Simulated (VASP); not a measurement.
Band structure of C (graphite). Computed with TPSS meta-GGA, VASP's PBE PAW potentials (set 64) (plane waves; VASP).

Without a dispersion term in the relaxation, distances and binding between the weakly bound layers, chains or molecules are unreliable, and so is what depends on them.

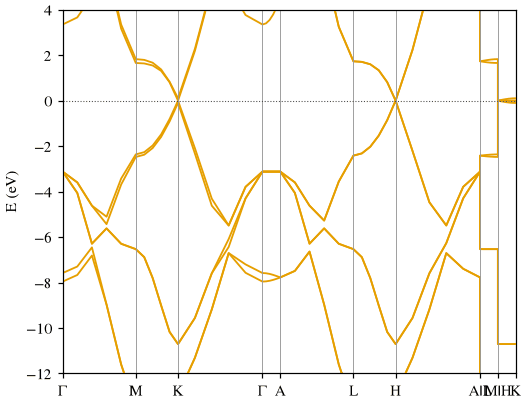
Figure. Bands along high-symmetry lines, zero at the valence-band maximum or, without a gap, the Fermi level

Q: Read the plot: is there a gap, and where are the band edges?

A: It has no gap at this level: it comes out as a metal or semimetal.

The compound is C in the graphite structure. It was relaxed first, which changed the volume by +31 %.
